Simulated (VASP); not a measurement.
Band structure of InBi (space group P4/nmm). All values below come from PBEsol GGA, VASP's PBE PAW potentials (set 64) (plane waves; VASP).

Unless said otherwise, spin-orbit coupling is left out, though it shifts the bands of the heavy elements here.

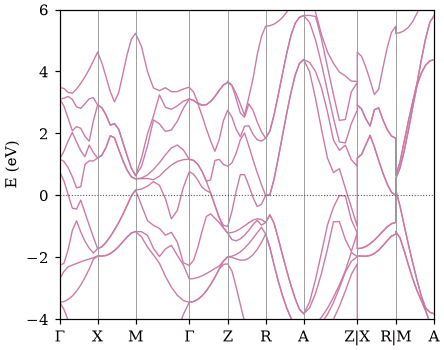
Figure: Bands along high-symmetry lines, zero at the valence-band maximum or, without a gap, the Fermi level

Task: Read the plot: is there a gap, and where are the band edges?

Result: It has no gap at this level: it comes out as a metal or semimetal. (Edges off the drawn lines would not show.)

The structure comes from a measured InBi entry (P4/nmm) of the Crystallography Open Database, whose conditions weren't checked. It was relaxed first.
